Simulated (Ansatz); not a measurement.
AlH$_{3}$OF$_{2}$: several calculations on one system

### Relaxation

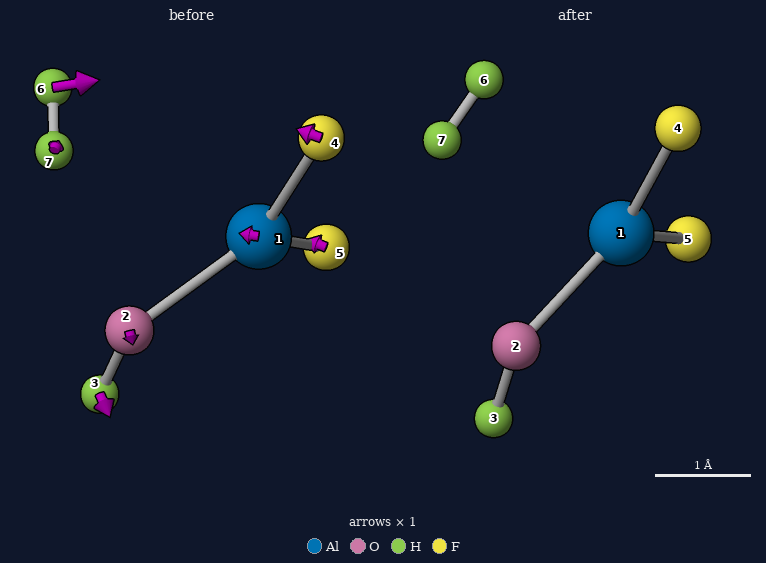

The structure of AlH$_{3}$OF$_{2}$ before (left) and after (right) a relaxation, at one scale. The purple arrows give the displacements, at their true length.

A ball-and-stick model, seen face on.

The run prepares an end point of a later path (reaction) calculation, from a guessed geometry.

Level of theory: Ansatz, RKS PBE-D4/def2-SVP. (no spin polarisation; force threshold 0.03 eV/Å; at most 50 steps)

Describe what moved and what it gained.

The energy falls by 3.65 kcal/mol in 11 geometry steps. The largest force component goes from 1.5 to 0.03 eV/Å. The largest move after the best rigid fit is that of H6, 0.53 Å. By element the largest moves are H 0.53 Å, F 0.30 Å, Al 0.22 Å, O 0.17 Å. Among the contacts that change: Al1–H6 2.755 → 2.223 Å, Al1–H7 2.364 → 2.166 Å, H6–H7 0.727 → 0.778 Å, Al1–O2 1.748 → 1.707 Å. Among the angles between lasting bonds that change: Al1–O2–H3 117.7° → 122.2°.

Limits of the set-up: the start holds two separate molecules, 2.2 Å apart at their closest, whose relative position is a soft coordinate.

### Relaxation

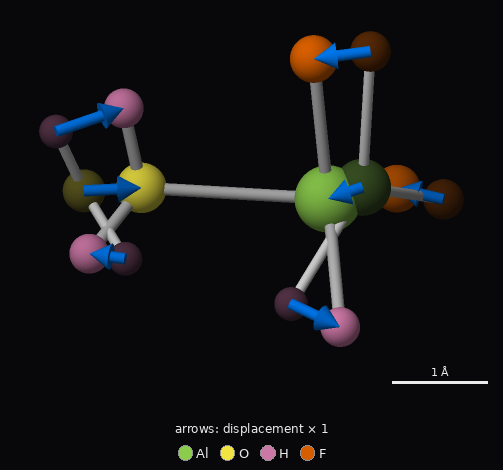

A relaxation of AlH$_{3}$OF$_{2}$. The starting structure is drawn faded, the final one solid; blue arrows show the displacements, at their true length. The two geometries are superimposed by the best rigid fit.

The picture is a ball-and-stick view, seen at a tilt.

The run prepares an end point of a later path (reaction) calculation, from a guessed geometry.

Theory: RKS PBE-D4/def2-SVP in Ansatz.

Input file:
```yaml
crystal:
  periodic: [false, false, false]
  atoms:
    - { symbol: Al, position_ang: [0.087478, 0.466231, -0.4739] }
    - { symbol: O, position_ang: [-0.033727, 0.08023, 2.453626] }
    - { symbol: H, position_ang: [-0.986993, -0.084393, 2.58895] }
    - { symbol: F, position_ang: [1.478752, -0.144529, -1.161891] }
    - { symbol: F, position_ang: [-1.37648, -0.250841, -0.845372] }
    - { symbol: H, position_ang: [0.103045, 1.778954, 0.384955] }
    - { symbol: H, position_ang: [-0.033574, 1.001648, 2.079531] }
basis:
  gaussian: { orbitals: def2-SVP }
hamiltonian:
  xc: pbe
  dispersion: d4
relax:
  f_tol: 0.03
  max_steps: 50
```

Launched with:
```bash
ansatz run input.yaml --threads 1 --pin off --max-ram 2048MiB --backend cpu --events-out ev --progress --plain --runs-dir out
```

**Describe the change and its energy.**

The energy falls by 90.3 kJ/mol in 12 geometry steps. Largest force component: 0.85 eV/Å at the start, 0.0062 eV/Å at the end. The largest move after the best rigid fit is that of H3, 0.77 Å. Largest moves by element: H 0.77 Å, O 0.60 Å, F 0.60 Å, Al 0.38 Å. Among the contacts that change: Al1–O2 2.955 → 2.004 Å, Al1–H3 3.292 → 2.355 Å, Al1–F5 1.672 → 1.703 Å, Al1–H6 1.569 → 1.589 Å. New bonds form, among them: Al1–O2 (2.96 → 2.00 Å). Among the angles between lasting bonds that change: H3–O2–H7 102.0° → 106.6°, F4–Al1–F5 118.8° → 115.4°, F4–Al1–H6 121.6° → 119.3°.

### Path

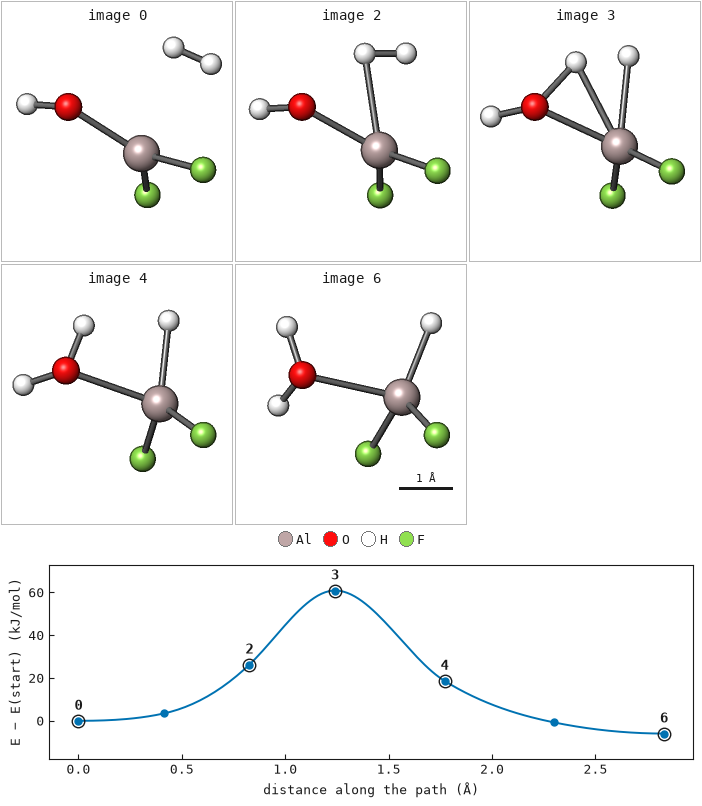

A nudged-elastic-band calculation for AlH₃OF₂. Images are numbered from 0 (start) to 6 (end). Style: ball-and-stick. Shown face on.

Computed with RKS PBE-D4/def2-SVP (Ansatz 0.2.0).

The input:
```yaml
crystal:
  periodic: [false, false, false]
  atoms:
    - { symbol: Al, position_ang: [-0.056456, -0.052582, 0.256715] }
    - { symbol: O, position_ang: [-0.056517, -0.491453, 1.906294] }
    - { symbol: H, position_ang: [-0.87185, -0.710708, 2.381562] }
    - { symbol: F, position_ang: [1.389674, -0.000129, -0.570082] }
    - { symbol: F, position_ang: [-1.467954, 0.068744, -0.628188] }
    - { symbol: H, position_ang: [0.248195, 2.137798, 0.483303] }
    - { symbol: H, position_ang: [0.053407, 1.895631, 1.196297] }
basis:
  gaussian: { orbitals: def2-SVP }
hamiltonian:
  xc: pbe
  dispersion: d4
neb:
  order_check: false
  images: 5
  f_tol: 0.05
  max_iterations: 60
  final_atoms:
    - { symbol: Al, position_ang: [0.09335538, 0.54477546, -0.09964488] }
    - { symbol: O, position_ang: [-0.0173512, 0.13329518, 1.85894577] }
    - { symbol: H, position_ang: [-0.89700035, -0.30959637, 1.85909722] }
    - { symbol: F, position_ang: [1.42060839, -0.33516835, -0.63743341] }
    - { symbol: F, position_ang: [-1.41430881, -0.22931688, -0.27179548] }
    - { symbol: H, position_ang: [0.14820726, 2.13271389, -0.13047653] }
    - { symbol: H, position_ang: [-0.09501167, 0.91059807, 2.44720832] }
  initial_path:
    images:
      - { positions_ang: [[-0.056456, -0.052582, 0.256715], [-0.056517, -0.491453, 1.906294], [-0.87185, -0.710708, 2.381562], [1.389674, -0.000129, -0.570082], [-1.467954, 0.068744, -0.628188], [0.248195, 2.137798, 0.483303], [0.053407, 1.895631, 1.196297]] }
      - { positions_ang: [[-0.03748742, -0.02659733, 0.16656804], [-0.03639701, -0.3435991, 1.97586636], [-0.88256955, -0.58858226, 2.40222662], [1.4139795, 0.01999763, -0.6668405], [-1.46676376, 0.06203675, -0.70415603], [0.19142042, 2.01438966, 0.53318829], [0.05631683, 1.70965565, 1.31904822]] }
      - { positions_ang: [[-0.01851884, -0.00061266, 0.07642109], [-0.01627702, -0.1957452, 2.04543872], [-0.89328911, -0.46645652, 2.42289123], [1.438285, 0.04012427, -0.763599], [-1.46557353, 0.0553295, -0.78012406], [0.13464583, 1.89098131, 0.58307359], [0.05922667, 1.52368031, 1.44179944]] }
      - { positions_ang: [[0.00044974, 0.02537202, -0.01372587], [0.00384297, -0.0478913, 2.11501107], [-0.90400866, -0.34433078, 2.44355585], [1.4625905, 0.0602509, -0.8603575], [-1.46438329, 0.04862224, -0.85609209], [0.07787125, 1.76757297, 0.63295888], [0.0621365, 1.33770496, 1.56455066]] }
      - { positions_ang: [[0.03141829, 0.1985065, -0.04236554], [-0.00322176, 0.01250419, 2.02965597], [-0.90167256, -0.33275265, 2.24873631], [1.44859646, -0.07155552, -0.78604947], [-1.4476918, -0.04402413, -0.66132656], [0.10131659, 1.88928661, 0.37848041], [0.00975378, 1.195336, 1.85876988]] }
      - { positions_ang: [[0.06238683, 0.37164098, -0.07100521], [-0.01028648, 0.07289968, 1.94430087], [-0.89933645, -0.32117451, 2.05391676], [1.43460243, -0.20336193, -0.71174144], [-1.4310003, -0.1366705, -0.46656102], [0.12476192, 2.01100025, 0.12400194], [-0.04262895, 1.05296703, 2.1529891]] }
      - { positions_ang: [[0.09335538, 0.54477546, -0.09964488], [-0.0173512, 0.13329518, 1.85894577], [-0.89700035, -0.30959637, 1.85909722], [1.42060839, -0.33516835, -0.63743341], [-1.41430881, -0.22931688, -0.27179548], [0.14820726, 2.13271389, -0.13047653], [-0.09501167, 0.91059807, 2.44720832]] }
```

Run as
```bash
ansatz run input.yaml --threads 1 --pin off --max-ram 2048MiB --backend cpu --events-out ev --progress --plain --runs-dir out
```

Describe the mechanism and the energy profile.

Answer. The energy climbs by 60.9 kJ/mol to image 3 and then falls by 66.9 kJ/mol, so the end point sits at −5.9 kJ/mol. Breaking: H–H (0.78 → 2.86 Å). Forming: Al–H (2.22 → 1.59 Å), H–O (2.49 → 0.98 Å). The band converged in 12 iterations, with a climbing image at the top. At the top, the vibrational analysis gives one imaginary mode (1004i cm⁻¹), as a transition state must have.

The run took 110 s on 1 thread of Arm Neoverse V1, with other jobs on the host, peak memory 0.13 GiB.
